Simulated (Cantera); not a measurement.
Input: 1 mol C₂F₆, 0.45 mol H₂, 1.7 mol HCl, equilibrated at 2052 °C.

Equilibrium computed with Cantera from the NASA thermochemical tables; the gas is ideal and each condensed phase is pure. Candidate condensed phases: C, C₆H₆, C₇H₈, C₈H₁₈; 118 gas species. The feed counts by its element totals alone. Gases not in the tables: C₂F₆ and larger saturated fluorocarbons. The numbers say what is thermodynamically allowed, not how fast it happens.

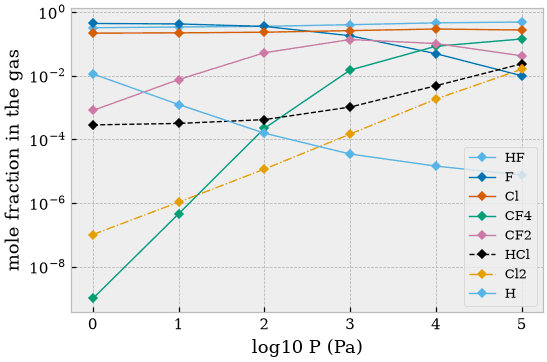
Equilibrium gas composition (values under 1e-9 drawn at 1e-9)

### Question
Read off the mole fractions at 100 Pa.

### Answer
HF about 0.36, F about 0.35, Cl about 0.23, CF₂ about 0.053, HCl about 0.00042, CF₄ about 0.00022, H about 0.00016, Cl₂ about 1.2e-5.
